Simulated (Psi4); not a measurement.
PH2 (charge −1): calculation of the molecule and its ions

- system: PH2 (phosphanide), charge −1
- method: EP2/3ZaPa-NR, RHF (Psi4 1.11)

The run did not end well. The geometry comes from this level: GFN2-xTB.

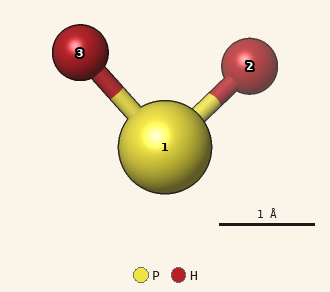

Figure 1. The structure as given in the input (ball-and-stick view, seen at a tilt; atoms are numbered from 1 in the order of the input).

Input (job.dat):
```
memory 1600 mb

molecule geom {
  -1 1
  P
  H 1 1.345079
  H 1 1.345112 2 90.9845
  units angstrom
}

set basis 3ZaPa-NR
set scf_type cd
set ep2_num_ip 3
set ep2_num_ea 2

energy('ep2')
print_variables()
```

Machine: 1 thread of Intel Xeon (Granite Rapids), 128 GiB of memory available, shared host.

Run as:
```bash
psi4 -n 1 job.dat job.out
```

The program's output:
```
Psi4 1.11 release

   => Loading Basis Set <=

    Name: 3ZAPA-NR
    Role: ORBITAL
    Keyword: BASIS

         ---------------------------------------------------------
                                   SCF
                              RHF Reference
                        1 Threads,   1525 MiB Core
         ---------------------------------------------------------

  ==> Geometry <==

    Molecular point group: cs
    Full point group: Cs

    Geometry (in Angstrom), charge = -1, multiplicity = 1:

       Center              X                  Y                   Z               Mass
    ------------   -----------------  -----------------  -----------------  -----------------
         P            0.041087044013     0.040386043462     0.000000000000    30.973761998420
         H            0.041087044013    -1.304692956538     0.000000000000     1.007825032230
         H           -1.303826390419     0.063497651543     0.000000000000     1.007825032230

  Running in cs symmetry.

  Rotational constants: A =     10.01873  B =      9.08880  C =      4.76557 [cm^-1]
  Rotational constants: A = 300353.91928  B = 272475.32766  C = 142868.11123 [MHz]
  Nuclear repulsion =   12.078196195203171

  Charge       = -1
  Multiplicity = 1
  Electrons    = 18
  Nalpha       = 9
  Nbeta        = 9

  ==> Algorithm <==

  SCF Algorithm Type is CD.
  DIIS enabled.
  MOM disabled.
  Fractional occupation disabled.
  Guess Type is SAD.
  Energy threshold   = 1.00e-08
  Density threshold  = 1.00e-08
  Integral threshold = 1.00e-12

  ==> Primary Basis <==

  Basis Set: 3ZAPA-NR
    Blend: 3ZAPA-NR
    Number of shells: 32
    Number of basis functions: 84
    Number of Cartesian functions: 93
    Spherical Harmonics?: true
    Max angular momentum: 3

  ==> Integral Setup <==

  ==> CDJK: Cholesky-decomposed J/K Matrices <==

    J tasked:                     Yes
    K tasked:                     Yes
    wK tasked:                     No
    Integrals threads:              1
    Memory [MiB]:                1144
    Algorithm:                   Core
    Integral Cache:              NONE
    Schwarz Cutoff:             1E-12
    Cholesky tolerance:      1.00E-04
    No. Cholesky vectors:         360

  Minimum eigenvalue in the overlap matrix is 2.5666680715E-04.
  Reciprocal condition number of the overlap matrix is 3.3269596379E-05.
    Using symmetric orthogonalization.

  ==> Pre-Iterations <==

  SCF Guess: Superposition of Atomic Densities via on-the-fly atomic UHF (no occupation information).

   -------------------------
    Irrep   Nso     Nmo
   -------------------------
     A'        58      58
     A"        26      26
   -------------------------
    Total      84      84
   -------------------------

  ==> Iterations <==

                        Total Energy        Delta E     RMS |[F,P]|

   @RHF iter SAD:  -341.43997824770463   -3.41440e+02   0.00000e+00
   @RHF iter   1:  -341.80643749480998   -3.66459e-01   4.83871e-03 ADIIS/DIIS
   @RHF iter   2:  -341.87571375302474   -6.92763e-02   2.09615e-03 ADIIS/DIIS
   @RHF iter   3:  -341.88526965810223   -9.55591e-03   3.49960e-04 ADIIS/DIIS
   @RHF iter   4:  -341.88636022687388   -1.09057e-03   9.18583e-05 DIIS
   @RHF iter   5:  -341.88645740266111   -9.71758e-05   1.55283e-05 DIIS
   @RHF iter   6:  -341.88646015274691   -2.75009e-06   4.95926e-06 DIIS
   @RHF iter   7:  -341.88646051382170   -3.61075e-07   1.53423e-06 DIIS
   @RHF iter   8:  -341.88646054111888   -2.72972e-08   2.75969e-07 DIIS
   @RHF iter   9:  -341.88646054175462   -6.35737e-10   5.04820e-08 DIIS
   @RHF iter  10:  -341.88646054178463   -3.00133e-11   1.40918e-08 DIIS
   @RHF iter  11:  -341.88646054178622   -1.59162e-12   3.03723e-09 DIIS
  Energy and wave function converged.

  ==> Post-Iterations <==

    Orbital Energies [Eh]
    ---------------------

    Doubly Occupied:

       1Ap   -79.657017     2Ap    -7.204730     3Ap    -5.099260
       4Ap    -5.098463     1App   -5.097377     5Ap    -0.578946
       6Ap    -0.282533     7Ap    -0.164624     2App   -0.042101

    Virtual:

       8Ap     0.151036     9Ap     0.163712    10Ap     0.241139
      11Ap     0.258627     3App    0.267656    12Ap     0.310548
      13Ap     0.381291    14Ap     0.384450    15Ap     0.389355
       4App    0.395044     5App    0.397070    16Ap     0.518850
      17Ap     0.521494    18Ap     0.561765    19Ap     0.570915
       6App    0.583701     7App    0.604063    20Ap     0.658232
      21Ap     0.691436    22Ap     0.725889    23Ap     0.752774
      24Ap     0.820961     8App    0.829055     9App    0.832682
      25Ap     0.935358    10App    0.963101    26Ap     1.092305
      27Ap     1.146386    28Ap     1.428435    29Ap     1.475928
      11App    1.489297    30Ap     1.528852    12App    1.550739
      31Ap     1.576722    32Ap     1.626413    33Ap     1.715700
      34Ap     1.834943    13App    1.844866    14App    1.852036
      15App    1.944668    35Ap     2.060623    36Ap     2.133571
      37Ap     2.195796    16App    2.213433    38Ap     2.280937
      17App    2.301007    39Ap     2.606420    40Ap     2.664749
      18App    2.792932    41Ap     2.894432    42Ap     3.087415
      43Ap     3.124959    44Ap     3.270654    19App    3.761206
      45Ap     3.845323    46Ap     3.919674    20App    3.975707
      47Ap     4.306660    21App    4.410424    22App    4.417999
      48Ap     4.657398    49Ap     4.759039    50Ap     5.008154
      51Ap     5.088364    23App    5.116873    24App    5.125864
      52Ap     5.206670    53Ap     5.213513    54Ap     5.573112
      55Ap     5.733312    25App    6.015298    26App    6.016720
      56Ap     6.257893    57Ap     6.952592    58Ap     7.085262

    Final Occupation by Irrep:
             Ap   App
    DOCC [     7,    2 ]
    NA   [     7,    2 ]
    NB   [     7,    2 ]

  @RHF Final Energy:  -341.88646054178622

   => Energetics <=

    Nuclear Repulsion Energy =             12.0781961952031711
    One-Electron Energy =                -501.4792096934501160
    Two-Electron Energy =                 147.5145529564607045
    Total Energy =                       -341.8864605417862208

Computation Completed

Properties will be evaluated at   0.000000,   0.000000,   0.000000 [a0]

Properties computed using the SCF density matrix

 Multipole Moments:

 ------------------------------------------------------------------------------------
     Multipole            Electronic (a.u.)      Nuclear  (a.u.)        Total (a.u.)
 ------------------------------------------------------------------------------------

 L = 1.  Multiply by 2.5417464519 to convert [e a0] to [Debye]
 Dipole X            :          1.0498933           -1.2215826           -0.1716893
 Dipole Y            :          1.0319282           -1.2007408           -0.1688126
 Dipole Z            :          0.0000000            0.0000000            0.0000000
 Magnitude           :                                                    0.2407798

 ------------------------------------------------------------------------------------

	total time  =          1 seconds =       0.02 minutes
   => Loading Basis Set <=

    Name: (3ZAPA-NR AUX)
    Role: RIFIT
    Keyword: DF_BASIS_EP2

         ---------------------------------------------------------
                  Second-Order Electron Propagator Theory

         ---------------------------------------------------------

RuntimeError:
Fatal Error: Molecule::point_group: Molecular point group has not been set.

Printing out the relevant lines from the Psithon --> Python processed input file:
    core.IO.set_default_namespace("geom")
    core.set_global_option("BASIS", "3ZaPa-NR")
    core.set_global_option("SCF_TYPE", "cd")
    core.set_global_option("EP2_NUM_IP", 3)
    core.set_global_option("EP2_NUM_EA", 2)
--> energy('ep2')
    print_variables()

!----------------------------------------------------------------------------------!
!                                                                                  !
! Fatal Error: Molecule::point_group: Molecular point group has not been set.      !
!                                                                                  !
!----------------------------------------------------------------------------------!

    Psi4 run time: 0:00:01.52
```

What the run reported:

```tsv
quantity	value
outcome	ended with an error
wall time	2.4 s
peak memory	0.29 GiB
```

What went wrong:

The run ended with an error: “Fatal Error: Molecule::point_group: Molecular point group has not been set.”
